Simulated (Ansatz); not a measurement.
```yaml
atoms:
  - { symbol: O, position_ang: [-0.6473, -1.5528, 0.7399] }
  - { symbol: Mo, position_ang: [-0.0603, -0.1449, 0.0688] }
  - { symbol: Cl, position_ang: [2.0650, -0.7546, 0.3823] }
  - { symbol: Cl, position_ang: [-1.0479, -0.5412, -1.8943] }
  - { symbol: Cl, position_ang: [0.7753, 1.8619, -0.8849] }
  - { symbol: Cl, position_ang: [-1.0848, 1.1316, 1.5882] }
```

Geometry: PBE0-D4/def2-TZVP; core potentials replace the inner electrons of Mo.

All numbers below come from isolated molecule in a Gaussian basis; Hartree-Fock (Ansatz).

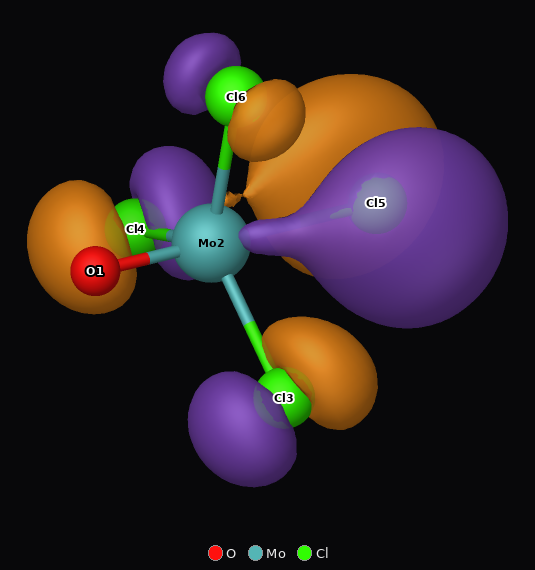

Cl4MoO (SMILES O=[Mo](Cl)(Cl)(Cl)Cl). The HOMO at ±0.08 Å⁻³ᐟ² (orange and purple are the two phases), seen at an oblique angle.

**What is the character of this orbital?**

By Hirshfeld shares it lies mainly on Cl5 (about 75 %), Cl3 (about 5 %), Cl4 (about 5 %) and Cl6 (about 5 %); largely a lone pair of Cl5. It is one of a degenerate set, so its orientation is arbitrary. Its energy is −11.96 eV.
